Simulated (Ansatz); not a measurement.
**C2H9AlSSi: one species, many methods**

Aim: compute C2H9AlSSi with functionals from several rungs and with coupled cluster, and see how far each lands from CCSD(T) at the basis-set limit for the atomisation energy.

Method: functionals in def2-TZVPP, the program's frozen cores in correlated methods; program: Ansatz 0.2.0, Gaussian basis.

The runs, in order: PBE-D4, r2SCAN-D4, PBE0-D4, B3LYP-D4, ωB97X-V, ωB97M-V, B2PLYP; CCSD(T)/def2-TZVPP; MP2/def2-QZVPP; extrapolation to the limit.

## 1. Structure used throughout

The geometry comes from an earlier relaxation with PBE0-D4 in a triple-zeta def2 set; it is a stationary point, not always the lowest conformer.

14 atoms, charge 0, spin multiplicity 1.

Atoms are counted from 1 here; the program's logs count them from 0.

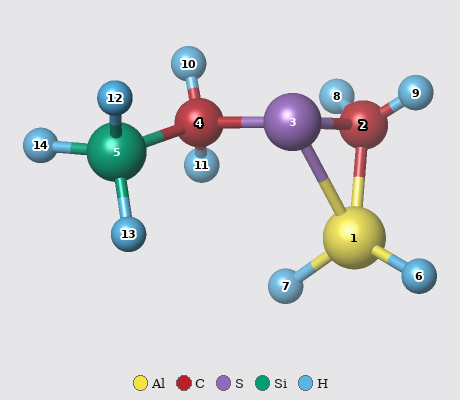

The structure; aluminium yellow, carbon red, sulfur purple, silicon teal, hydrogen blue; atoms are numbered from 1 in the order of the file.

## 2. PBE-D4 (GGA)

Input file in.yaml:

```yaml
crystal:
  periodic: [false, false, false]
  atoms:
    - {symbol: Al, position_ang: [-1.126568, 1.853921, 0.708240]}
    - {symbol: C, position_ang: [-1.559467, 0.121146, 1.524029]}
    - {symbol: S, position_ang: [0.237729, -0.102321, 1.157986]}
    - {symbol: C, position_ang: [0.189557, -0.909656, -0.450450]}
    - {symbol: Si, position_ang: [1.859559, -0.777715, -1.318336]}
    - {symbol: H, position_ang: [-0.797940, 3.072923, 1.665105]}
    - {symbol: H, position_ang: [-1.233702, 1.967884, -0.872831]}
    - {symbol: H, position_ang: [-2.120813, -0.673986, 1.037639]}
    - {symbol: H, position_ang: [-1.674380, 0.055320, 2.605587]}
    - {symbol: H, position_ang: [-0.087171, -1.957588, -0.306767]}
    - {symbol: H, position_ang: [-0.570132, -0.428949, -1.073630]}
    - {symbol: H, position_ang: [2.924014, -1.349220, -0.455095]}
    - {symbol: H, position_ang: [2.160624, 0.645884, -1.605431]}
    - {symbol: H, position_ang: [1.785792, -1.546841, -2.587346]}
basis:
  gaussian: {orbitals: def2-TZVPP}
hamiltonian: {xc: pbe, dispersion: d4}
output: {forces: true, orbitals: {seedname: orbitals}}
```

Run with:

```console
> ansatz run in.yaml --threads 4 --pin off --events-out ev --progress --plain --max-ram 10444MiB
```

After this run come: r2SCAN-D4 (meta-GGA); PBE0-D4 (hybrid); B3LYP-D4 (hybrid); ωB97X-V (range-separated); ωB97M-V (range-separated); B2PLYP (double hybrid); CCSD(T) in def2-TZVPP; MP2 in def2-QZVPP.

Q: Predict the results of all the runs planned. Wanted: atomisation energy, CCSD(T)/CBS; farthest; mean size of error, hybrid; mean size of error, range-separated; gap, smallest and largest; T1 diagnostic; triples share of the correlation energy.

As calculated:

| quantity | value |
| --- | --- |
| atomisation energy, CCSD(T)/CBS | 1085.8 kcal/mol |
| functionals within 5.4 kcal/mol (0.5 %) | PBE-D4, r2SCAN-D4, PBE0-D4, B3LYP-D4, ωB97M-V |
| farthest | B2PLYP (-18.0 kcal/mol) |
| mean size of error, hybrid | 3.7 kcal/mol |
| mean size of error, range-separated | 4.3 kcal/mol |
| gap, smallest and largest | 4.65 eV (PBE-D4), 10.73 eV (ωB97X-V) |
| T1 diagnostic | 0.0116 |
| triples share of the correlation energy | 4.1 % |

In words: PBE-D4 is off by +3.9 kcal/mol. Double hybrids carry the basis error of their MP2 part in triple zeta, and no dispersion term here, so their miss is partly the set-up's. Misses under about 5.4 kcal/mol are within the doubt on the reference itself, which lacks core-valence correlation, relativity and higher excitations. Hartree-Fock recovers 74 % of the binding; the rest is correlation. The gap grows from 4.6 to 10.7 eV across the functionals, mostly with the share of exact exchange.
